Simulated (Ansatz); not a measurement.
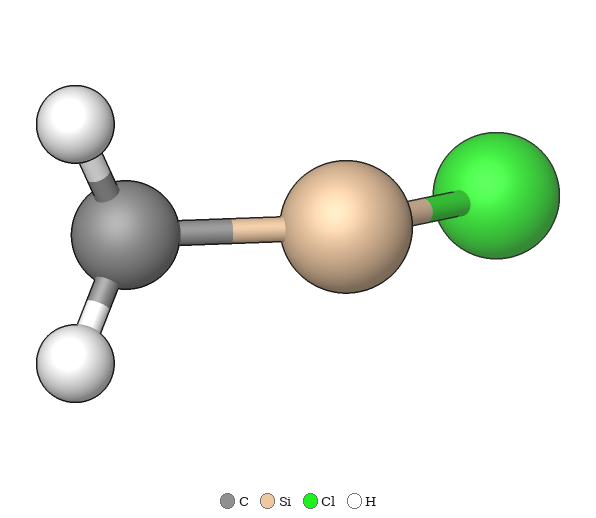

State: charge +1, singlet. Computed geometry: PBE0-D4/def2-TZVP optimisation. No frequency run is at hand to confirm it as a minimum. Properties computed with RKS PBE0-D4/def2-TZVPP (Ansatz 0.2.0).

Computed properties:

The species is CH2ClSi(+).
- HOMO energy (Kohn–Sham orbital): −13.57 eV
- LUMO energy (Kohn–Sham orbital): −9.64 eV
- HOMO–LUMO gap: 3.93 eV
